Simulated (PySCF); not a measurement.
**C₄H₃BF₂O: geometry, spin-spin couplings**

What spin-spin couplings should C₄H₃BF₂O (`FB(F)c1ccco1`) show?

Programs: PySCF 2.14.0, with density-fitted response routines of our own. Each step states its level of theory. These are calculated values for one molecule in the gas phase, unless marked as measured. Atoms are numbered from 0 throughout.

## (1) Starting geometry

11 atoms, charge 0, multiplicity 1; geometry from: GFN2-xTB. The atoms were then displaced at random by about 0.01 Å, so the start is not that level's minimum.

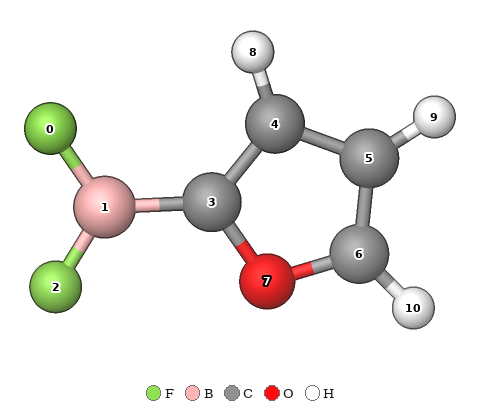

The starting geometry (fluorine green, boron pink, carbon grey, oxygen red, hydrogen white), atoms numbered.

## (2) Optimising the geometry at PBE0-D3(BJ)/def2-SVP

What the job is given:

```
{"job": {"xc": "PBE0", "basis": "def2-SVP", "d3": "d3bj", "grid": 1, "shake": 0.01, "kind": "geom"}, "charge": 0, "multiplicity": 1}
F      2.794920    -0.833320     0.680710
B      2.085390     0.163140     0.100720
F      2.807660     1.159570    -0.358550
C      0.595260     0.112350    -0.011320
C     -0.325240    -0.869530     0.409880
C     -1.615620    -0.421540     0.070050
C     -1.425670     0.779040    -0.544210
O     -0.133190     1.115030    -0.602040
H     -0.056060    -1.765080     0.940730
H     -2.541890    -0.932770     0.260290
H     -2.147450     1.467280    -0.961930
```

On the command line:

```console
OMP_NUM_THREADS=1 python probes_run.py task.json out
```

This one command runs all jobs of the session in turn.

Standard output:

```text
step   0  E = -453.28597141  max force = 0.048773
step   1  E = -453.28807590  max force = 0.009486
step   2  E = -453.28880921  max force = 0.010878
step   3  E = -453.28968505  max force = 0.002729
step   4  E = -453.28968016  max force = 0.004768
step   5  E = -453.28981802  max force = 0.001611
step   6  E = -453.28982765  max force = 0.001344
step   7  E = -453.28986160  max force = 0.000295
step   8  E = -453.28986460  max force = 0.000613
step   9  E = -453.28987121  max force = 0.000395
optimisation converged
```

Wall time 65 s (1 thread of Arm Neoverse V1, shared host); peak memory 0.52 GiB.

Relaxation path:

```csv
step,energy from step 0 (eV),largest force component (eV/Å)
0,0.0000,2.5080
1,-0.0573,0.4878
2,-0.0772,0.5594
3,-0.1011,0.1403
4,-0.1009,0.2452
5,-0.1047,0.0828
6,-0.1049,0.0691
7,-0.1059,0.0152
8,-0.1059,0.0315
9,-0.1061,0.0203
```

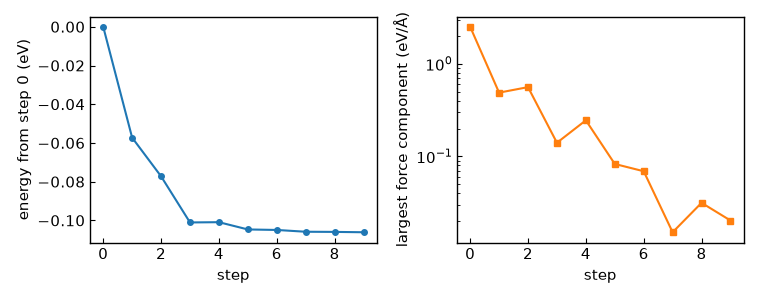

Energy and force, step by step.

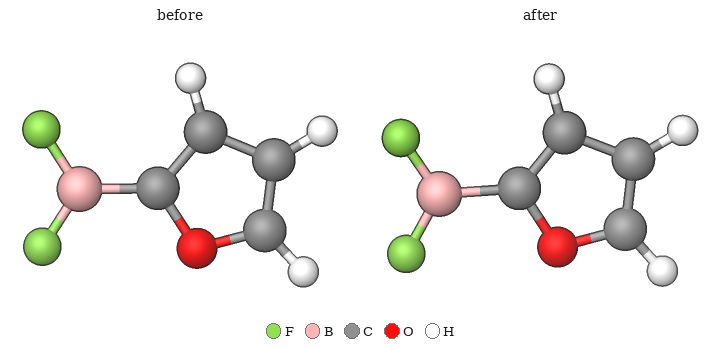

Before and after, at one scale.

Distances of close pairs at the start and the end, largest changes first:

```csv
bond,before (Å),after (Å),change (Å)
B1–C3,1.495,1.533,+0.038
C3–C4,1.410,1.376,-0.034
F0–B1,1.354,1.322,-0.031
C4–H8,1.075,1.088,+0.013
C5–H9,1.075,1.088,+0.013
C4–C5,1.408,1.420,+0.012
C3–O7,1.373,1.364,-0.009
C5–C6,1.362,1.369,+0.007
```

The final coordinates are the input of the step that follows.

```csv
at the end point,value
point group (found at 0.08 Å tolerance),Cs
"rotational constants (GHz, main isotopes)","4.924, 1.447, 1.119"
dipole moment (D),2.73
```

## (3) Indirect couplings: B3LYP/cc-pVTZ

What the job is given:

```
{"job": {"kind": "j", "xc": "B3LYP", "basis": "cc-pVTZ"}, "charge": 0, "multiplicity": 1}
F      2.789063    -0.611447     0.877416
B      2.087253     0.261909     0.175023
F      2.735326     1.265550    -0.381686
C      0.569985     0.096854     0.026003
C     -0.307295    -0.851917     0.499438
C     -1.600514    -0.482115     0.045134
C     -1.416888     0.666097    -0.677528
O     -0.130940     1.018182    -0.695963
H     -0.038695    -1.713674     1.107608
H     -2.543958    -0.992399     0.224628
H     -2.103468     1.315852    -1.216127
```

Method: B3LYP/cc-pVTZ indirect spin-spin coupling, non-relativistic, gas phase.

Standard output:

```text
coarse grid: 10552 points
cycle   1  E = -454.1813501953  dE =  1.379e+00  |g| = 8.041e-01  |ddm| = 7.538e+00
cycle   2  E = -454.0528068238  dE =  1.285e-01  |g| = 1.249e+00  |ddm| = 2.334e+00
cycle   3  E = -454.2845343783  dE = -2.317e-01  |g| = 9.937e-02  |ddm| = 1.363e+00
cycle   4  E = -454.2857239958  dE = -1.190e-03  |g| = 6.685e-02  |ddm| = 2.069e-01
cycle   5  E = -454.2865845276  dE = -8.605e-04  |g| = 1.776e-02  |ddm| = 9.335e-02
cycle   6  E = -454.2866485577  dE = -6.403e-05  |g| = 6.003e-03  |ddm| = 3.133e-02
cycle   7  E = -454.2866563396  dE = -7.782e-06  |g| = 1.253e-03  |ddm| = 8.906e-03
final grid: 106576 points
cycle   8  E = -454.2765934004  dE = -1.334e-04  |g| = 5.247e-03  |ddm| = 9.391e-02
cycle   9  E = -454.2765881388  dE =  5.262e-06  |g| = 7.038e-03  |ddm| = 1.866e-02
cycle  10  E = -454.2765989524  dE = -1.081e-05  |g| = 1.423e-03  |ddm| = 1.084e-02
cycle  11  E = -454.2765993272  dE = -3.747e-07  |g| = 5.435e-04  |ddm| = 2.485e-03
cycle  12  E = -454.2765993878  dE = -6.062e-08  |g| = 1.458e-04  |ddm| = 7.781e-04
cycle  13  E = -454.2765993915  dE = -3.766e-09  |g| = 6.457e-05  |ddm| = 2.620e-04
cycle  14  E = -454.2765993925  dE = -9.514e-10  |g| = 8.970e-06  |ddm| = 8.528e-05
converged SCF energy = -454.2765993925

Indirect spin-spin couplings (Hz)
  i      j    bonds     total        FC       PSO       DSO        SD
  0 F    1 B    1   -129.022   -84.244   -45.533     1.048    -0.293
  0 F    2 F    2   -197.171    15.860  -213.820    -0.966     1.754
  0 F    3 C    2     61.597    66.252    -3.807     0.124    -0.972
  0 F    4 C    3     -1.971    -3.420    -0.799     0.047     2.202
  0 F    5 C    4     -1.334    -0.575     0.027    -0.213    -0.573
  0 F    6 C    4      5.922     1.332     2.179    -0.294     2.706
  0 F    7 O    3     -8.172    -4.972    -2.504     0.145    -0.840
  0 F    8 H    4     -0.319     0.241    -1.075     0.593    -0.078
  0 F    9 H    5     -0.328    -0.122     0.744    -0.872    -0.078
  0 F   10 H    5      1.617     1.369     1.316    -1.168     0.100
  1 B    2 F    1   -123.260   -77.128   -46.947     1.054    -0.239
  1 B    3 C    1    126.877   128.083    -1.834     0.489     0.140
  1 B    4 C    2     10.812    10.078     0.318     0.038     0.379
  1 B    5 C    3      3.033     2.927     0.169    -0.064     0.000
  1 B    6 C    3      4.946     4.194     0.422    -0.085     0.415
  1 B    7 O    2    -12.394   -12.289    -0.031    -0.047    -0.027
  1 B    8 H    3      1.061     1.063    -0.063     0.085    -0.024
  1 B    9 H    4      0.406     0.429     0.328    -0.349    -0.001
  1 B   10 H    4      1.036     0.984     0.410    -0.374     0.016
  2 F    3 C    2     39.844    45.147    -5.082     0.085    -0.306
  2 F    4 C    3     13.251     4.545     5.468    -0.285     3.523
  2 F    5 C    4      2.401     1.904     0.879    -0.272    -0.109
  2 F    6 C    4      1.020    -0.331    -0.071    -0.271     1.694
  2 F    7 O    3      3.633     3.621     0.342    -0.081    -0.250
  2 F    8 H    4     -0.364    -0.624     1.366    -1.151     0.044
  2 F    9 H    5      1.444     1.656     0.922    -1.107    -0.027
  2 F   10 H    5     -0.479    -0.300     0.655    -0.845     0.012
  3 C    4 C    1     69.189    76.542    -7.646     0.293         -
  3 C    5 C    2      0.571     0.723    -0.170     0.018         -
  3 C    6 C    2     -2.083    -1.250    -0.818    -0.016         -
  3 C    7 O    1     31.607    25.272     6.500    -0.165         -
  3 C    8 H    2     11.839    13.094    -1.018    -0.237         -
  3 C    9 H    3      5.972     6.189     0.308    -0.525         -
  3 C   10 H    3      6.850     7.184     0.313    -0.647         -
  4 C    5 C    1     53.865    58.880    -5.256     0.241         -
  4 C    6 C    2      2.131     2.350    -0.225     0.007         -
  4 C    7 O    2      2.571     0.920     1.642     0.009         -
  4 C    8 H    1    166.100   164.889     0.314     0.898         -
  4 C    9 H    2      3.663     4.515    -0.458    -0.394         -
  4 C   10 H    3      5.402     5.751     0.257    -0.605         -
  5 C    6 C    1     79.299    86.330    -7.279     0.248         -
  5 C    7 O    2      2.001     0.665     1.317     0.019         -
  5 C    8 H    2      4.254     5.080    -0.448    -0.378         -
  5 C    9 H    1    167.741   166.234     0.670     0.837         -
  5 C   10 H    2     12.673    13.647    -0.456    -0.518         -
  6 C    7 O    1     28.690    20.465     8.362    -0.137         -
  6 C    8 H    3      7.128     7.424     0.277    -0.572         -
  6 C    9 H    2     10.521    11.734    -0.822    -0.391         -
  6 C   10 H    1    190.183   189.101     0.109     0.972         -
  7 O    8 H    3     -2.868    -3.295     0.105     0.321         -
  7 O    9 H    3     -2.844    -3.235     0.055     0.336         -
  7 O   10 H    2    -18.451   -19.604     0.996     0.158         -
  8 H    9 H    3      2.847     3.042     0.794    -0.990         -
  8 H   10 H    4      0.209     0.652     1.777    -2.220         -
  9 H   10 H    3      1.148     1.419     0.929    -1.200         -
```

Wall time 68 s (1 thread of Arm Neoverse V1, shared host); peak memory 1.1 GiB.

This basis has no tight s functions, so the Fermi-contact terms are rough.

A choice of the couplings up to four bonds, sorted by the number of bonds, with means over like pairs; isotopes 11B, 13C, 19F, 1H, 17O:

```csv
pair,bonds,J (Hz),Fermi contact (Hz),dihedral (°)
C6–H10,1,190.2,189.1,–
C5–H9,1,167.7,166.2,–
C4–H8,1,166.1,164.9,–
B1–C3,1,126.9,128.1,–
F0–B1,1,-126.1,-80.7,–
C5–C6,1,79.3,86.3,–
C3–C4,1,69.2,76.5,–
C4–C5,1,53.9,58.9,–
C3–O7,1,31.6,25.3,–
F0–F2,2,-197.2,15.9,–
F0–C3,2,50.7,55.7,–
O7–H10,2,-18.5,-19.6,–
C5–H10,2,12.7,13.6,–
B1–O7,2,-12.4,-12.3,–
C3–H8,2,11.8,13.1,–
B1–C4,2,10.8,10.1,–
C6–H9,2,10.5,11.7,–
C5–H8,2,4.3,5.1,–
C6–H8,3,7.1,7.4,-180
C3–H10,3,6.8,7.2,180
C3–H9,3,6.0,6.2,-180
F0–C4,3,5.6,0.6,–
C4–H10,3,5.4,5.8,180
B1–C6,3,4.9,4.2,-180
B1–C5,3,3.0,2.9,180
O7–H8,3,-2.9,-3.3,180
H8–H9,3,2.8,3.0,0
F0–C6,4,3.5,0.5,–
B1–H10,4,1.0,1.0,–
```

The spin-dipole term was solved for some atoms only; pairs without it lack that part.

The response was solved for the nuclei of B, C, F, H alone, so couplings that need other nuclei can be missing.

Quadrupole couplings from the field gradients of the same density:

```csv
atom,isotope,eQq/h (MHz),η
O7,17O,-8.120,0.13
B1,11B,3.189,0.59
```

## (4) Indirect couplings: B3LYP/6-31G*

Settings changed since step 3:

```diff
@@ -1,2 +1,2 @@
-{"job": {"kind": "j", "xc": "B3LYP", "basis": "cc-pVTZ"}, "charge": 0, "multiplicity": 1}
+{"job": {"kind": "j", "xc": "B3LYP", "basis": "6-31G*"}, "charge": 0, "multiplicity": 1}
 F      2.789063    -0.611447     0.877416
```

Method: B3LYP/6-31G* indirect spin-spin coupling, non-relativistic, gas phase.

Standard output:

```text
coarse grid: 10552 points
cycle   1  E = -454.0216940380  dE =  1.393e+00  |g| = 7.880e-01  |ddm| = 3.632e+00
cycle   2  E = -453.9067358770  dE =  1.150e-01  |g| = 1.167e+00  |ddm| = 1.303e+00
cycle   3  E = -454.1294700020  dE = -2.227e-01  |g| = 9.762e-02  |ddm| = 7.794e-01
cycle   4  E = -454.1310019342  dE = -1.532e-03  |g| = 5.516e-02  |ddm| = 1.176e-01
cycle   5  E = -454.1316099990  dE = -6.081e-04  |g| = 1.620e-02  |ddm| = 5.408e-02
cycle   6  E = -454.1316700935  dE = -6.009e-05  |g| = 4.598e-03  |ddm| = 1.871e-02
cycle   7  E = -454.1316746586  dE = -4.565e-06  |g| = 1.438e-03  |ddm| = 4.801e-03
final grid: 106576 points
cycle   8  E = -454.0895451186  dE = -3.041e-05  |g| = 4.728e-03  |ddm| = 2.115e-02
cycle   9  E = -454.0895409642  dE =  4.154e-06  |g| = 6.382e-03  |ddm| = 1.020e-02
cycle  10  E = -454.0895506737  dE = -9.710e-06  |g| = 1.166e-03  |ddm| = 5.987e-03
cycle  11  E = -454.0895509925  dE = -3.188e-07  |g| = 1.826e-04  |ddm| = 1.134e-03
cycle  12  E = -454.0895509980  dE = -5.551e-09  |g| = 9.884e-05  |ddm| = 2.175e-04
cycle  13  E = -454.0895510002  dE = -2.201e-09  |g| = 3.347e-05  |ddm| = 1.169e-04
cycle  14  E = -454.0895510005  dE = -2.658e-10  |g| = 9.006e-06  |ddm| = 3.415e-05
converged SCF energy = -454.0895510005

Indirect spin-spin couplings (Hz)
  i      j    bonds     total        FC       PSO       DSO        SD
  0 F    1 B    1    -22.729    14.556   -37.653     1.185    -0.817
  0 F    2 F    2   -110.305    95.020  -206.838    -0.779     2.293
  0 F    3 C    2     57.320    61.199    -3.139     0.141    -0.881
  0 F    4 C    3      0.031    -1.021    -0.868     0.054     1.866
  0 F    5 C    4     -1.591    -0.897     0.006    -0.209    -0.491
  0 F    6 C    4      6.745     2.669     2.023    -0.289     2.342
  0 F    7 O    3     -8.623    -5.554    -2.392     0.138    -0.815
  0 F    8 H    4     -0.195     0.169    -0.871     0.606    -0.098
  0 F    9 H    5     -0.430    -0.046     0.540    -0.855    -0.069
  0 F   10 H    5      1.025     1.125     1.008    -1.146     0.038
  1 B    2 F    1    -23.965    14.471   -38.861     1.194    -0.769
  1 B    3 C    1    138.673   139.609    -1.554     0.490     0.128
  1 B    4 C    2      9.767     9.180     0.246     0.039     0.303
  1 B    5 C    3      3.642     3.563     0.147    -0.064    -0.003
  1 B    6 C    3      3.586     2.976     0.352    -0.085     0.343
  1 B    7 O    2     -9.945    -9.869    -0.012    -0.047    -0.017
  1 B    8 H    3      0.839     0.841    -0.065     0.091    -0.027
  1 B    9 H    4      0.393     0.496     0.244    -0.345    -0.001
  1 B   10 H    4      0.768     0.819     0.314    -0.370     0.005
  2 F    3 C    2     35.232    39.963    -4.524     0.106    -0.313
  2 F    4 C    3     13.349     5.621     4.864    -0.277     3.141
  2 F    5 C    4      1.266     0.945     0.752    -0.268    -0.163
  2 F    6 C    4      2.044     0.874    -0.118    -0.267     1.555
  2 F    7 O    3      2.927     2.761     0.406    -0.082    -0.158
  2 F    8 H    4     -1.144    -1.049     1.037    -1.113    -0.020
  2 F    9 H    5      1.467     1.908     0.664    -1.086    -0.019
  2 F   10 H    5     -1.110    -0.701     0.472    -0.829    -0.052
  3 C    4 C    1     78.244    84.683    -6.734     0.294         -
  3 C    5 C    2      0.724     0.823    -0.119     0.019         -
  3 C    6 C    2      0.923     1.596    -0.660    -0.013         -
  3 C    7 O    1     14.930     9.657     5.446    -0.174         -
  3 C    8 H    2      8.738     9.965    -1.001    -0.226         -
  3 C    9 H    3      4.979     5.311     0.185    -0.517         -
  3 C   10 H    3      5.109     5.601     0.144    -0.636         -
  4 C    5 C    1     75.690    79.962    -4.516     0.243         -
  4 C    6 C    2      0.027     0.191    -0.171     0.007         -
  4 C    7 O    2      0.444    -0.965     1.404     0.006         -
  4 C    8 H    1    172.816   171.957    -0.133     0.993         -
  4 C    9 H    2      1.485     2.402    -0.538    -0.379         -
  4 C   10 H    3      5.120     5.560     0.159    -0.599         -
  5 C    6 C    1     87.721    93.877    -6.405     0.249         -
  5 C    7 O    2      0.212    -0.929     1.126     0.015         -
  5 C    8 H    2      2.326     3.211    -0.521    -0.364         -
  5 C    9 H    1    171.958   170.839     0.189     0.931         -
  5 C   10 H    2      8.987    10.074    -0.582    -0.505         -
  6 C    7 O    1     12.002     5.118     7.031    -0.147         -
  6 C    8 H    3      6.467     6.867     0.166    -0.566         -
  6 C    9 H    2      6.882     8.095    -0.832    -0.381         -
  6 C   10 H    1    195.025   194.229    -0.267     1.064         -
  7 O    8 H    3     -2.003    -2.472     0.156     0.312         -
  7 O    9 H    3     -2.077    -2.533     0.131     0.326         -
  7 O   10 H    2    -16.460   -17.570     0.965     0.145         -
  8 H    9 H    3      3.055     3.609     0.388    -0.943         -
  8 H   10 H    4     -0.468     0.509     1.215    -2.191         -
  9 H   10 H    3      1.355     2.040     0.468    -1.154         -
```

Wall time 19 s (1 thread of Arm Neoverse V1, shared host); peak memory 0.69 GiB.

The basis is not made for couplings: without tight functions at the nuclei these values are rough.

In short: J(C6,H10) 195.0 Hz, J(C4,H8) 172.8 Hz, J(C5,H9) 172.0 Hz (means over like pairs).

## (5) Comparing the runs: spin-spin couplings

Couplings (Hz), each a mean over the pairs like the one named, with basis size and wall time:

```csv
run,F0–F2,C6–H10,C5–H9,C4–H8,B1–C3,F0–B1,C5–C6,functions,time
B3LYP/cc-pVTZ,-197.2,190.2,167.7,166.1,126.9,-126.1,79.3,282,68 s
B3LYP/6-31G*,-110.3,195.0,172.0,172.8,138.7,-23.3,87.7,118,19 s
```

## (6) What came out

| quantity | value |
| --- | --- |
| point group | Cs |
| rotational constants (main isotopes) | 4.92, 1.45, 1.12 GHz |
| largest coupling of the table (B3LYP/cc-pVTZ) | 2J(F,F) F0–F2, -197.2 Hz |
| range of J(F0,F2), mean over like pairs | -197.2 to -110.3 Hz |

Over 9 steps the energy fell by 0.106 eV; of the close pairs, B1–C3 changed most, 1.495 to 1.533 Å. No frequency check was run at this level, so the end point may be a saddle. Of the pairs tabulated at B3LYP/cc-pVTZ, F0–F2 couples most strongly (-197.2 Hz; Fermi contact 15.9 Hz). Couplings across rotatable bonds belong to this one conformer; where others are populated, the observed values are averages. Density functionals describe couplings to fluorine poorly, F–F couplings above all, so those rows are rough. The coupling F0–F2, as a mean over pairs of its kind, runs from -197.2 Hz (B3LYP/cc-pVTZ) to -110.3 Hz (B3LYP/6-31G*). Couplings from bases without tight functions are rough.
